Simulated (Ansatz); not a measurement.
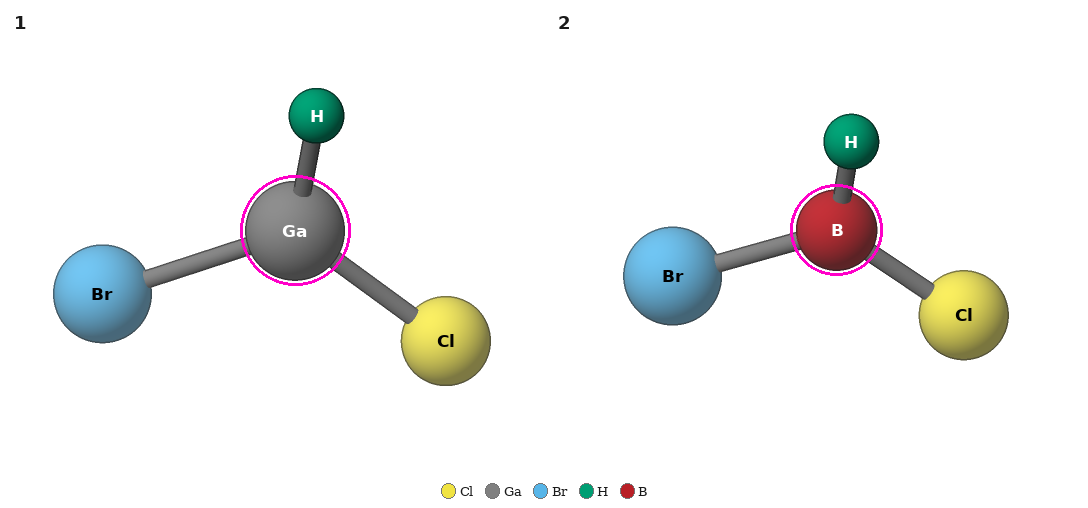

2 molecules with one skeleton, seen from the same side and at one scale; the atom that differs is circled. Charge 0, singlet. Computed geometries: PBE0-D4/def2-TZVP optimisations, one conformation each. Properties computed with Ansatz 0.2.0.

One atom differs, called X below: Ga in panel 1, B in panel 2. Their formulas are BrClGaH (`[Cl][GaH][Br]`), BBrClH (`ClBBr`).

> In which is the length of X–H larger (PBE0-D4/def2-TZVP)?

In panel 1 (X = Ga).

> In which is the dipole moment larger (PBE0-D4/def2-TZVP)?

In panel 1 (X = Ga).

Give the values. With PBE0-D4/def2-TZVP: length of X–Br (Å), length of X–Cl (Å), length of X–H (Å), angle Cl–X–Br (°), dipole moment (D), harmonic zero-point energy (kJ/mol). With PBE0-D4/def2-QZVPP: HOMO energy (Kohn–Sham orbital) (eV), HOMO–LUMO gap (eV).

```
                            quantity  1 (Ga)  2 (B)   2 − 1
                  length of X–Br (Å)   2.272  1.896  −0.376
                  length of X–Cl (Å)   2.130  1.730  −0.400
                   length of X–H (Å)   1.547  1.186  −0.361
                   angle Cl–X–Br (°)   115.6  121.0    +5.4
HOMO energy (Kohn–Sham orbital) (eV)   −8.65  −8.67   −0.02
                  HOMO–LUMO gap (eV)    6.82   6.74   −0.08
                   dipole moment (D)    1.58   0.42   −1.16
 harmonic zero-point energy (kJ/mol)    23.6   37.7   +14.1
```
